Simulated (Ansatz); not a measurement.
**PBE/STO-3G run of [P2H3]− (SMILES [PH-]P)**

What is the energy change on altering one bond length of [P2H3]− at PBE/STO-3G? 

The calculation is run with Ansatz 0.2.0.

1 further run of the same task is left out (it didn't finish).

**1. The molecule**

[P2H3]− has 5 atoms, charge -1, and is taken as a singlet. SMILES: `[PH-]P`. Geometry: relaxed at GFN2-xTB. This is one conformer, not always the lowest.

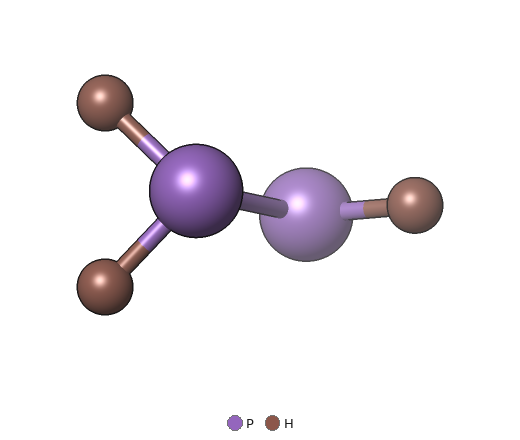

Viewed from a chosen angle; phosphorus purple, hydrogen brown.

**2. The energy at PBE/STO-3G**

The input, input.yaml:

```yaml
crystal:
  periodic: [false, false, false]
  atoms:
    - symbol: P
      position_ang: [0.790170, -1.109400, 0.143810]
    - symbol: P
      position_ang: [-0.477530, 0.546260, 0.076070]
    - symbol: H
      position_ang: [0.279530, -1.462550, 1.364400]
    - symbol: H
      position_ang: [-0.983870, 0.470170, -1.228180]
    - symbol: H
      position_ang: [0.391690, 1.555520, -0.356110]
basis:
  gaussian: {orbitals: STO-3G}
total_charge: -1
hamiltonian: {xc: pbe}
accuracy: high
```

Command:

```sh
$ ansatz run input.yaml --threads 1 --pin off --max-ram 2610MiB --events-out events.jsonl --progress --plain --runs-dir runs
```

Log:

```text
Warning: RAYON_NUM_THREADS=1 ignored (pool sized by the plan → 1); use --threads N
Functional definition: PBE
  name "PBE"
  parameter kappa = 0.804
  parameter beta = 0.06672455060314922
  exchange = pbe_x(kappa = kappa, mu = beta*pi^2/3)
  correlation = pbe_c(beta = beta)
371 factors; integrals over basis functions are off by at most 3.4e-9 eV
mean field evaluation 1: about -18398.9193 eV, gradient 2.0e1 eV
mean field evaluation 2: about -18396.5571 eV, gradient 3.0e1 eV
mean field evaluation 4: about -18400.4889 eV, gradient 9.7e-1 eV
mean field evaluation 8: about -18400.4686 eV, gradient 3.2e-3 eV
mean field evaluation 16: about -18400.4686 eV, gradient 1.6e-8 eV
mean field -18400.46859669 eV, -676.2047486429 hartree, gradient 1.7e-8 eV, S^2 0.000000; 0 other end points of the search recorded, 0 dependent functions left out
reference -18400.46859838 eV, -676.2047487050 hartree; 17, 17 occupied and 4, 4 virtual orbitals, 371 factors
Total energy: -18400.46859838 eV, -676.2047487050 hartree
```

Run time: 0.66 s. Hardware: 1 thread of Intel Xeon 6975P-C (Granite Rapids), shared host.

**3. The distorted shape**

The input, run.yaml:

```yaml
crystal:
  periodic: [false, false, false]
  atoms:
    - {symbol: P, position_ang: [0.917840, -1.021106, -0.161361]}
    - {symbol: P, position_ang: [-0.349860, 0.634554, -0.229101]}
    - {symbol: H, position_ang: [0.279530, -1.462550, 1.364400]}
    - {symbol: H, position_ang: [-0.856200, 0.558464, -1.533351]}
    - {symbol: H, position_ang: [0.519360, 1.643814, -0.661281]}
basis:
  gaussian: {orbitals: STO-3G}
total_charge: -1
hamiltonian: {xc: pbe}
accuracy: high
```

Command:

```sh
$ ansatz run run.yaml --threads 1 --pin off --max-ram 2610MiB --events-out events.jsonl --progress --plain --runs-dir runs
```

Log, shortened:

```text
Warning: RAYON_NUM_THREADS=1 ignored (pool sized by the plan → 1); use --threads N
[... 6 set-up lines as earlier in the session ...]
371 factors; integrals over basis functions are off by at most 6.8e-9 eV
mean field evaluation 1: about -18398.2225 eV, gradient 2.0e1 eV
mean field evaluation 2: about -18397.0741 eV, gradient 2.5e1 eV
mean field evaluation 4: about -18400.0077 eV, gradient 1.4e0 eV
mean field evaluation 8: about -18399.9816 eV, gradient 2.0e-2 eV
mean field evaluation 16: about -18399.9816 eV, gradient 6.1e-8 eV
mean field -18399.98162245 eV, -676.1868526695 hartree, gradient 6.1e-8 eV, S^2 0.000000; 0 other end points of the search recorded, 0 dependent functions left out
reference -18399.98162417 eV, -676.1868527327 hartree; 17, 17 occupied and 4, 4 virtual orbitals, 371 factors
Total energy: -18399.98162417 eV, -676.1868527327 hartree
```

Wall time 0.54 s (1 thread of Intel Xeon 6975P-C (Granite Rapids), shared host); peak memory 0.11 GiB.

**4. Summary of results**

At PBE/STO-3G:

| quantity | value |
| --- | --- |
| first shape: total energy | -676.20475 Eh |
| distorted shape: total energy | -676.18685 Eh |
| energy change with the P1–H3 bond stretched from 1.369 to 1.712 Å | 0.487 eV |

What this shows: With the P1–H3 bond stretched from 1.369 to 1.712 Å the energy rises by 0.49 eV (11.2 kcal/mol). The first shape isn't relaxed at this level, so the change isn't measured from a minimum. The minimal basis adds a large error of its own.
